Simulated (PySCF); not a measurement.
Vertical excitations of a molecule C₃H₃N₂, multiplicity 2 from TDA-ωB97X/def2-SVPD (PySCF), as energy in eV (oscillator strength): 2.36 (0.000), 2.36 (0.000), 2.84 (0.000), 5.32 (0.004), 5.49 (0.002), 6.15 (0.000), 6.32 (0.027), 6.33 (0.036), 6.38 (0.000), 6.42 (0.005). Coordinates come from a PBE-D3(BJ)/def2-SVP optimisation. One conformer was computed; it need not be the lowest.

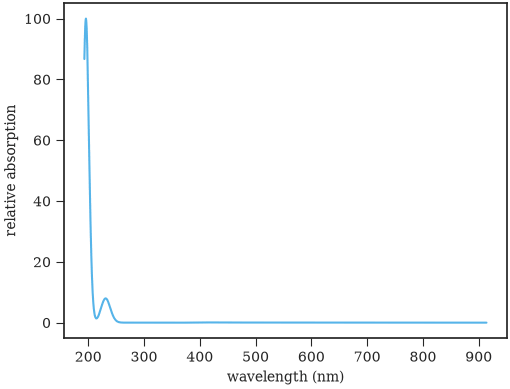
The lines broadened by 0.4 eV.

**Question.** Which molecule gave these data?
(A) [c]1ccn[nH]1
(B) [c]1cn[nH]c1
(C) C1=CN=C[N]1
(D) C1=C[N]N=C1

**Answer.** C, C1=CN=C[N]1
